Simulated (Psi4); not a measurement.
**A workflow on SiH2 (SMILES [SiH2])**

Wanted: a geometry optimisation (B3LYP/def2-TZVP), then vibrational wavenumbers of SiH2. Input form: an ASE script.

Program for the calculation: Psi4 1.11.

## (1) The system as given

SiH2 has 3 atoms, charge 0, and is taken as a singlet. SMILES: `[SiH2]`. All atoms were displaced at random from a relaxed shape. The run starts from this shape.

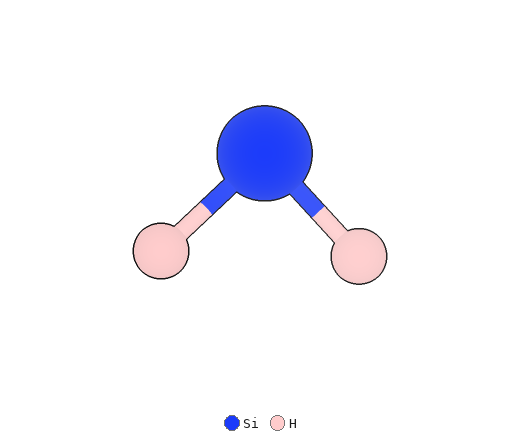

Viewed from a chosen angle; silicon blue, hydrogen pink.

## (2) A geometry optimisation at B3LYP/def2-TZVP (density fitting) (run 1)

run.py

```python
import numpy as np
from ase.calculators.psi4 import Psi4
from ase import Atoms
from ase.optimize import BFGS

a = Atoms(['Si', 'H', 'H'], positions=[
    [-0.565359, 0.461333, -0.267503],
    [0.688390, 0.541572, 0.495341],
    [-0.385724, -1.040118, -0.354416],
])
calc = Psi4(atoms=a, method='b3lyp', basis='def2-TZVP', memory='1600MB', num_threads=1, charge=0, multiplicity=1, label='calc', reference='rks')
a.calc = calc

opt = BFGS(a)
done = opt.run(fmax=0.02, steps=40)
print('converged:', done)
for s, p in zip(a.symbols, a.positions):
    print(f'{s:2s} {p[0]:12.6f} {p[1]:12.6f} {p[2]:12.6f}')
```

Run with:

```sh
python run.py
```

calc.dat:

```text
[...]
  Running in c1 symmetry.
[...]
  Nuclear repulsion =    9.969352767638636
[...]
  Multiplicity = 1
[...]
  Nalpha       = 8
  Nbeta        = 8
[...]
    Number of basis functions: 49
[...]
   @DF-RKS iter   1:  -290.60935826410764   -3.57778e-01   6.01670e-03 DIIS/ADIIS
[...]
   @DF-RKS iter   8:  -290.64116852936957   -1.87583e-11   7.66375e-09 DIIS
[...]
    Orbital Energies [Eh]
    ---------------------
    Doubly Occupied:
       1A    -66.136024     2A     -5.293630     3A     -3.657552
       4A     -3.648713     5A     -3.646021     6A     -0.509270
       7A     -0.330919     8A     -0.245813
[...]
  @DF-RKS Final Energy:  -290.64116852936957
   => Energetics <=
    Nuclear Repulsion Energy =              9.9693527676386360
    One-Electron Energy =                -421.8749667864638013
    Two-Electron Energy =                 138.6703201459282013
    DFT Exchange-Correlation Energy =     -17.4058746564725766
    Empirical Dispersion Energy =           0.0000000000000000
    VV10 Nonlocal Energy =                  0.0000000000000000
    Total Energy =                       -290.6411685293695655
[...]
 Multipole Moments:
 ------------------------------------------------------------------------------------
     Multipole            Electronic (a.u.)      Nuclear  (a.u.)        Total (a.u.)
 ------------------------------------------------------------------------------------
 L = 1.  Multiply by 2.5417464519 to convert [e a0] to [Debye]
 Dipole X            :         -1.2534903            1.2724606            0.0189703
 Dipole Y            :          1.1900961           -1.2086818           -0.0185857
 Dipole Z            :         -0.5979408            0.6069155            0.0089747
 Magnitude           :                                                    0.0280329
[...]
  -Total Gradient:
     Atom            X                  Y                   Z
    ------   -----------------  -----------------  -----------------
       1       -0.000059343391    -0.000110289983    -0.000049918314
       2        0.000100088892     0.000051589770     0.000066758992
       3       -0.000041883267     0.000060045692    -0.000017349016
[...]
```

Standard output:

```text
Step     Time          Energy          fmax
BFGS:    0 hh:mm:ss    -7908.720474        0.922624
BFGS:    1 hh:mm:ss    -7908.736525        0.506003
BFGS:    2 hh:mm:ss    -7908.743602        0.162483
BFGS:    3 hh:mm:ss    -7908.744728        0.140825
BFGS:    4 hh:mm:ss    -7908.746944        0.183969
BFGS:    5 hh:mm:ss    -7908.748374        0.137142
BFGS:    6 hh:mm:ss    -7908.748964        0.045727
BFGS:    7 hh:mm:ss    -7908.749031        0.006933
converged: True
Si    -0.573017     0.448710    -0.273736
H      0.721420     0.576470     0.519690
H     -0.411107    -1.062402    -0.372540
```

It took 10 s on 1 thread of Intel Xeon 6975P-C (Granite Rapids), shared host; peak memory 0.37 GiB.

The path in brief:

| step | energy from the first frame kept (eV) | largest force (eV/Å) |
| --- | --- | --- |
| 0 | 0.0000 | 0.9226 |
| 1 | -0.0161 | 0.5060 |
| 2 | -0.0231 | 0.1625 |
| 3 | -0.0243 | 0.1408 |
| 4 | -0.0265 | 0.1840 |
| 5 | -0.0279 | 0.1371 |
| 6 | -0.0285 | 0.0457 |
| 7 | -0.0286 | 0.0069 |

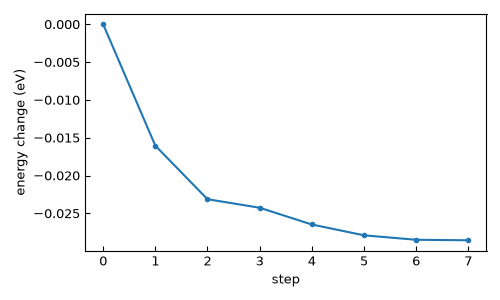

Energy along the run.

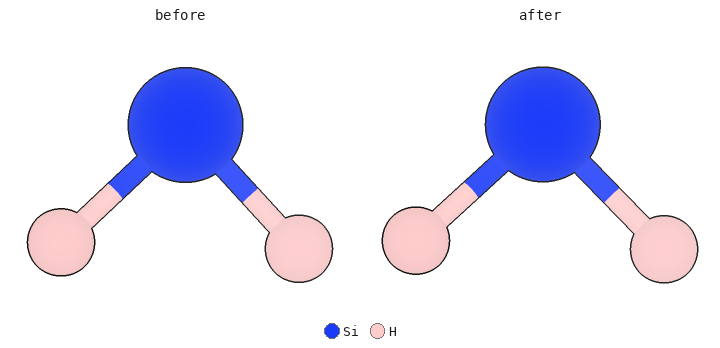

Before and after, at one scale.

After the run. Bond lengths: Si1–H2 1.524 Å, Si1–H3 1.523 Å. Angles: H2–Si1–H3 91.5°.

## (3) Vibrational wavenumbers at B3LYP/def2-TZVP (density fitting) (run 2)

h2si_ase.py

```python
import numpy as np
from ase.calculators.psi4 import Psi4
from ase import Atoms
from ase.vibrations import Vibrations

mol = Atoms(['Si', 'H', 'H'], positions=[
    [-0.566131, 0.460061, -0.268131],
    [0.728307, 0.587821, 0.525295],
    [-0.404220, -1.051051, -0.366934],
])
calc = Psi4(atoms=mol, method='b3lyp', basis='def2-TZVP', memory='1600MB', num_threads=1, charge=0, multiplicity=1, label='calc')
mol.calc = calc

vib = Vibrations(mol, delta=0.01)
vib.run()
vib.summary()
```

Run with:

```sh
python h2si_ase.py
```

calc.dat:

```text
[...]
  Running in c1 symmetry.
[...]
  Nuclear repulsion =    9.971770082728204
[...]
  Multiplicity = 1
[...]
  Nalpha       = 8
  Nbeta        = 8
[...]
    Number of basis functions: 49
[...]
   @DF-RKS iter   1:  -290.60930210370708   -3.57534e-01   6.01895e-03 DIIS/ADIIS
[...]
   @DF-RKS iter   8:  -290.64116779070582   -1.90425e-11   8.12795e-09 DIIS
[...]
    Orbital Energies [Eh]
    ---------------------
    Doubly Occupied:
       1A    -66.135965     2A     -5.293581     3A     -3.657503
       4A     -3.648665     5A     -3.645972     6A     -0.509322
       7A     -0.330636     8A     -0.246015
[...]
  @DF-RKS Final Energy:  -290.64116779070582
   => Energetics <=
    Nuclear Repulsion Energy =              9.9717700827282041
    One-Electron Energy =                -421.8802780908001182
    Two-Electron Energy =                 138.6733375392270204
    DFT Exchange-Correlation Energy =     -17.4059973218609230
    Empirical Dispersion Energy =           0.0000000000000000
    VV10 Nonlocal Energy =                  0.0000000000000000
    Total Energy =                       -290.6411677907058220
[...]
 Multipole Moments:
 ------------------------------------------------------------------------------------
     Multipole            Electronic (a.u.)      Nuclear  (a.u.)        Total (a.u.)
 ------------------------------------------------------------------------------------
 L = 1.  Multiply by 2.5417464519 to convert [e a0] to [Debye]
 Dipole X            :         -1.2547189            1.2724621            0.0177431
 Dipole Y            :          1.1907235           -1.2086821           -0.0179586
 Dipole Z            :         -0.6072047            0.6156533            0.0084486
 Magnitude           :                                                    0.0266216
[...]
  -Total Gradient:
     Atom            X                  Y                   Z
    ------   -----------------  -----------------  -----------------
       1       -0.000207427231    -0.000128275954    -0.000140417437
       2        0.000105979824    -0.000139989415     0.000046433974
       3        0.000100560411     0.000269659848     0.000093622275
[...]
```

The script printed:

```text
---------------------
  #    meV     cm^-1
---------------------
  0    3.2i     25.6i
  1    0.2i      1.7i
  2    0.1       1.0
  3    0.4       3.0
  4    2.3      18.8
  5    3.9      31.6
  6  126.6    1021.3
  7  252.1    2033.5
  8  252.5    2036.6
---------------------
Zero-point energy: 0.319 eV
```

Run time: 23 s. Hardware: 1 thread of Intel Xeon 6975P-C (Granite Rapids), shared host; peak memory 0.5 GiB.

## (4) Results

```
                                       quantity          value
run 1, B3LYP/def2-TZVP: total energy at the end  -290.64117 Eh
          run 1, B3LYP/def2-TZVP: dipole moment         0.07 D
            run 1, B3LYP/def2-TZVP: HOMO energy       -6.69 eV
            run 1, B3LYP/def2-TZVP: LUMO energy       -3.30 eV
          run 1, B3LYP/def2-TZVP: HOMO–LUMO gap        3.39 eV
```

The optimisation (run 1, B3LYP/def2-TZVP) took 7 steps and changed the energy by -0.029 eV.
